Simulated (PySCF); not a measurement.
C$_{5}$H$_{9}$ClOSi

```xyz
17

Si    2.9862   -0.2330    1.5425
O     1.5261   -0.1157    0.8007
C     1.2058   -0.0312   -0.4826
Cl    2.5525   -0.0417   -1.5859
C    -0.0362    0.0574   -0.9491
C    -1.2225    0.0725   -0.0792
C    -2.4196    0.8935   -0.4814
C    -2.4873   -0.5965   -0.5508
H     2.4938   -0.2803    2.9092
H     3.7998    0.9435    1.2452
H     3.6721   -1.4499    1.1140
H    -0.1968    0.1208   -2.0128
H    -0.9898    0.0125    0.9754
H    -2.3627    1.4457   -1.4070
H    -2.9687    1.4003    0.2970
H    -3.0840   -1.1222    0.1785
H    -2.4756   -1.0638   -1.5236
```

Geometry: GFN2-xTB.

The calculation used PySCF, PBE0/pcSseg-1, SCF density, gas phase, non-relativistic.

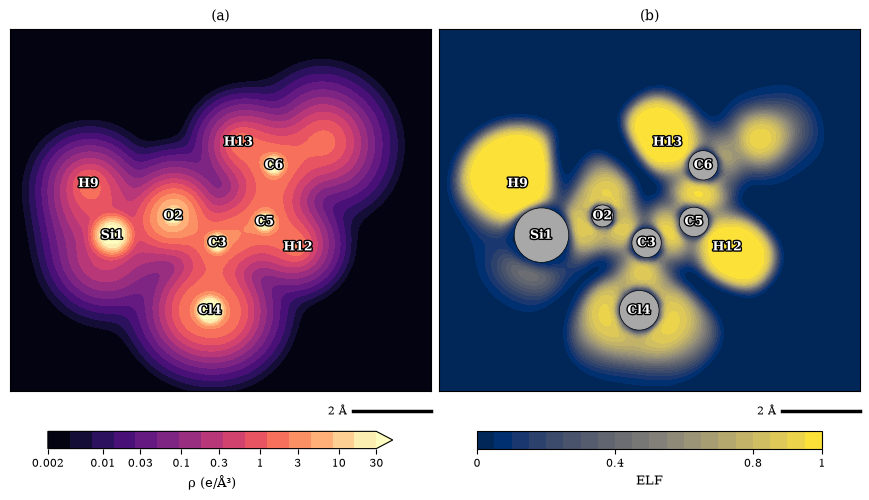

Figure 1. (a) total electron density; (b) ELF on the plane of atoms Si1, O2 and C3. Grey discs cover the atomic cores in the ELF map.

Q: What does the map show?

A: The plane passes through Si, O, C, Cl and H nuclei.
C–O (1.33 Å): ρ at the midpoint is about 2.4 e/Å³; the ELF peaks at about 0.90 between the atoms (a polar covalent bond).
C–C (1.33 Å): ρ is about 2.3 e/Å³ halfway; the ELF peaks at about 0.95 between the atoms; a short, multiple covalent bond.
Si–O (1.64 Å): the density is about 1.1 e/Å³ at the midpoint; the ELF peaks at about 0.85 between the atoms; a shared but strongly polarised pair.
C–Cl (1.74 Å): the density is about 1.4 e/Å³ at the midpoint; the ELF peaks at about 0.90 between the atoms; a covalent bond.
C–H (1.08 Å): ρ at the midpoint is about 2 e/Å³; the ELF climbs to about 1 towards the hydrogen, as it does in any bond to H (an ordinary covalent bond to hydrogen).
The ELF also peaks beside Cl4 and O2, away from the bonds: lone-pair regions.

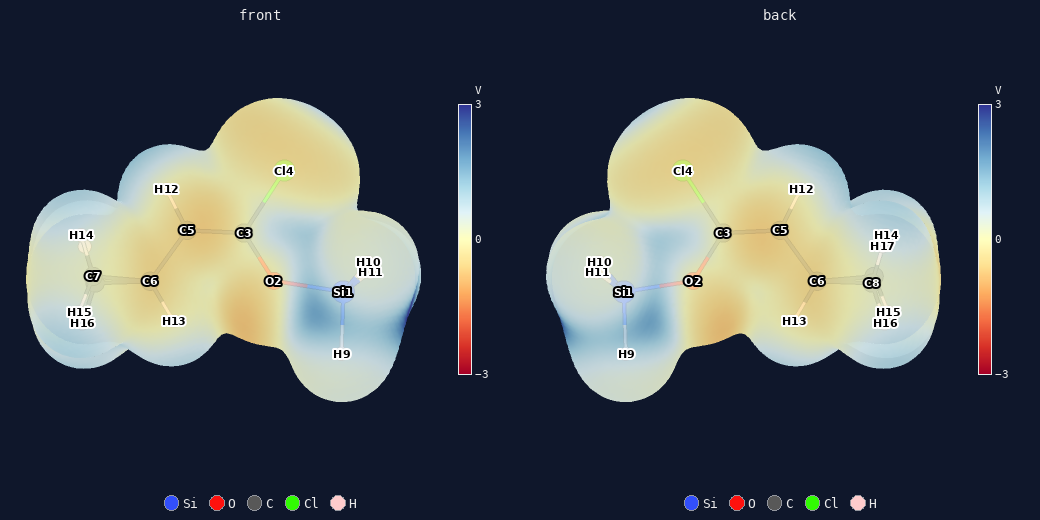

Figure 2. The electrostatic potential painted on the density surface at 0.004 e/bohr³, seen from the front and from behind; red is negative and blue positive.

Q: Which sites attract a positive test charge, and which a negative one?

A: A positive charge is drawn to the negative regions and a negative charge to the positive ones. The most negative region (about −0.8 V) lies over O2, the most positive (about +2.8 V) over Si1. Cl4 shows a σ-hole: about +0.8 V at the tip opposite its bond, against about −0.1 V on its flanks.
